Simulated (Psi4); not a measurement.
# UHF/3-21G run of BH2 (boron dihydride)

Aim: the vertical electron affinity of BH2 (boron dihydride) at UHF/3-21G, from 2 runs. 

The results are computed with Psi4 1.11.

1 further run of the same task is left out (set aside as unsound or not needed).

### Step 1. Starting point

BH2 has 3 atoms, charge 0, and is taken as a doublet. As SMILES, `[BH2]`. Geometry: relaxed at PBE0-D4/def2-TZVP.

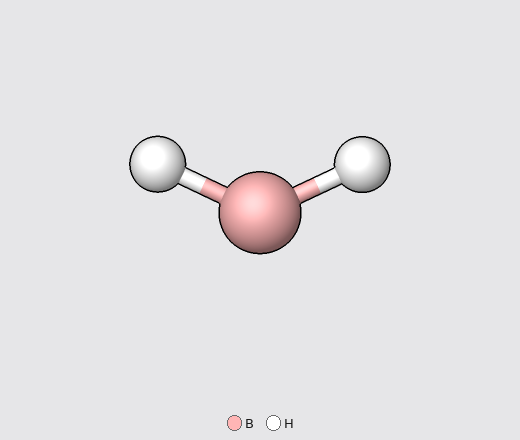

The structure, seen from a chosen angle (boron pink, hydrogen white).

### Step 2. The energy at UHF/3-21G

Input file input.dat:

```
memory 2200 MB

molecule {
  0 2
  B      0.265070    -0.167660     0.129730
  H      0.292070     1.014920     0.270850
  H     -0.557150    -0.847260    -0.400590
  symmetry c1
  no_reorient
  no_com
}

set {
  basis 3-21G
  reference uhf
  puream true
  e_convergence 1e-09
  d_convergence 1e-08
  scf_type pk
  maxiter 100
}

e, wfn = energy('hf', return_wfn=True)
oeprop(wfn, 'LOWDIN_CHARGES', 'MULLIKEN_CHARGES', 'QUADRUPOLE')
```

The run is started by

```sh
psi4 input.dat output.dat -n 1
```

output.dat:

```text
[...]
  Running in c1 symmetry.
[...]
  Nuclear repulsion =    4.687773207578664
[...]
  Multiplicity = 2
[...]
  Nalpha       = 4
  Nbeta        = 3
[...]
    Number of basis functions: 13
[...]
   @UHF iter   1:   -25.59858093878201   -6.82739e-01   4.41302e-03 DIIS/ADIIS
[...]
   @UHF iter  10:   -25.60220284322717   -1.56319e-13   5.90151e-09 DIIS
[...]
   @S^2 Observed:                7.519674629E-01
[...]
    Orbital Energies [Eh]
    ---------------------
    Alpha Occupied:
       1A     -7.603045     2A     -0.698040     3A     -0.526026
       4A     -0.345720
    Alpha Virtual:
       5A      0.061608     6A      0.307407     7A      0.336640
       8A      0.579274     9A      0.600240    10A      0.669813
      11A      0.762382    12A      1.348068    13A      1.435506
    Beta Occupied:
       1A     -7.584833     2A     -0.645737     3A     -0.509169
[...]
  @UHF Final Energy:   -25.60220284322717
   => Energetics <=
    Nuclear Repulsion Energy =              4.6877732075786636
    One-Electron Energy =                 -42.6673824276205238
    Two-Electron Energy =                  12.3774063768146867
    Total Energy =                        -25.6022028432271718
  UHF NO Occupations:
  HONO-2 :    2  A 1.9995165
  HONO-1 :    3  A 1.9994997
[...]
 Multipole Moments:
 ------------------------------------------------------------------------------------
     Multipole            Electronic (a.u.)      Nuclear  (a.u.)        Total (a.u.)
 ------------------------------------------------------------------------------------
 L = 1.  Multiply by 2.5417464519 to convert [e a0] to [Debye]
 Dipole X            :         -2.0951522            2.0036199           -0.0915323
 Dipole Y            :          1.3252210           -1.2673259            0.0578951
 Dipole Z            :         -1.0253959            0.9805978           -0.0447981
 Magnitude           :                                                    0.1172044
 L = 2.  Multiply by 1.3450342976 to convert [e a0^2] to [Debye ang]
 Quadrupole XX       :         -9.1527318            2.6676980           -6.4850338
 Quadrupole XY       :         -1.6817295            1.9507671            0.2690375
[...]
  Mulliken Charges: (a.u.)
   Center  Symbol    Alpha    Beta     Spin     Total
       1     B     3.00744  1.91364  1.09380  0.07892
       2     H     0.49628  0.54318 -0.04690 -0.03946
       3     H     0.49628  0.54318 -0.04690 -0.03946
   Total alpha =  4.00000, Total beta =  3.00000, Total charge =  0.00000
  Lowdin Charges: (a.u.)
   Center  Symbol    Alpha    Beta     Spin     Total
       1     B     3.00365  1.97004  1.03361  0.02632
       2     H     0.49818  0.51498 -0.01681 -0.01316
       3     H     0.49818  0.51498 -0.01681 -0.01316
[...]
```

It took 5.1 s on 1 thread of Intel Xeon at 2.50GHz (Skylake/Cascade Lake), shared host; peak memory 0.18 GiB.

### Step 3. The singlet anion: energy and forces at HF/3-21G

Input file job.in:

```
memory 2200 MB

molecule molecule1 {
  -1 1
  B      0.50090970    -0.31683148     0.24515417
  H      0.55193231     1.91792084     0.51183232
  H     -1.05286091    -1.60108936    -0.75700539
  units au
  symmetry c1
}

set {
  basis         3-21G
  puream        true
  e_convergence 1e-09
  d_convergence 1e-08
  scf_type      pk
}

e_tot, wfn = gradient("hf", return_wfn=True)
oeprop(wfn, "MULLIKEN_CHARGES", "MAYER_INDICES", "LOWDIN_CHARGES", title="HF")
```

The run is started by

```sh
psi4 job.in job.out -n 1
```

job.out:

```text
[...]
  Running in c1 symmetry.
[...]
  Nuclear repulsion =    4.687773208716163
[...]
  Multiplicity = 1
[...]
  Nalpha       = 4
  Nbeta        = 4
[...]
    Number of basis functions: 13
[...]
   @RHF iter   1:   -25.48450394493993   -5.68662e-01   1.32278e-02 ADIIS/DIIS
[...]
   @RHF iter   9:   -25.50910745381663   -5.86198e-13   4.33499e-09 DIIS
[...]
    Orbital Energies [Eh]
    ---------------------
    Doubly Occupied:
       1A     -7.231830     2A     -0.373421     3A     -0.213964
       4A      0.065314
[...]
  @RHF Final Energy:   -25.50910745381663
   => Energetics <=
    Nuclear Repulsion Energy =              4.6877732087161625
    One-Electron Energy =                 -44.8859583169496332
    Two-Electron Energy =                  14.6890776544168471
    Total Energy =                        -25.5091074538166254
[...]
 Multipole Moments:
 ------------------------------------------------------------------------------------
     Multipole            Electronic (a.u.)      Nuclear  (a.u.)        Total (a.u.)
 ------------------------------------------------------------------------------------
 L = 1.  Multiply by 2.5417464519 to convert [e a0] to [Debye]
 Dipole X            :         -0.1163876           -0.7658046           -0.8821923
 Dipole Y            :          0.0665022            0.4375592            0.5040614
 Dipole Z            :          0.0000000            0.0000000            0.0000000
 Magnitude           :                                                    1.0160419
[...]
  -Total Gradient:
     Atom            X                  Y                   Z
    ------   -----------------  -----------------  -----------------
       1       -0.053081055244     0.030329456773     0.000000000000
       2        0.023856030527    -0.019863236816    -0.000000000000
       3        0.029225024717    -0.010466219957    -0.000000000000
[...]
  Mulliken Charges: (a.u.)
   Center  Symbol    Alpha    Beta     Spin     Total
       1     B     2.80559  2.80559  0.00000 -0.61118
       2     H     0.59720  0.59720  0.00000 -0.19441
       3     H     0.59720  0.59720  0.00000 -0.19441
   Total alpha =  4.00000, Total beta =  4.00000, Total charge = -1.00000
  Lowdin Charges: (a.u.)
   Center  Symbol    Alpha    Beta     Spin     Total
       1     B     2.90023  2.90023  0.00000 -0.80046
       2     H     0.54989  0.54989  0.00000 -0.09977
       3     H     0.54989  0.54989  0.00000 -0.09977
[...]
```

It took 4.8 s on 1 thread of Intel Xeon at 2.50GHz (Skylake/Cascade Lake), shared host; peak memory 0.18 GiB.

### Step 4. Outcome

At UHF/3-21G:

```
                                                            quantity         value
                                           doublet BH2: total energy  -25.60220 Eh
                                          doublet BH2: dipole moment        0.30 D
                     doublet BH2: HOMO energy (highest over α and β)      -9.41 eV
                      doublet BH2: LUMO energy (lowest over α and β)       1.68 eV
                                                   doublet BH2: ⟨S²⟩         0.752
                                         singlet anion: total energy  -25.50911 Eh
                                          singlet anion: HOMO energy       1.78 eV
                                          singlet anion: LUMO energy      10.11 eV
singlet anion: HOMO–LUMO gap (to an unbound level, set by the basis)       8.33 eV
                             singlet anion: largest force on an atom    3.144 eV/Å
                   vertical electron affinity (to the singlet anion)     -2.533 eV
```

The anion lies 2.53 eV (244 kJ/mol) above the neutral: the electron isn't bound at this level, and such a value depends on the basis. Without diffuse functions anions come out too high. Hartree–Fock misses the correlation that binds many anions. Mulliken charges (singlet anion) run from -0.61 on B1 to -0.19 on H2; they depend strongly on the basis. The HOMO (singlet anion) lies at positive energy, 1.78 eV: the electron is unbound at this level or held by a compact basis; values depend on the basis.
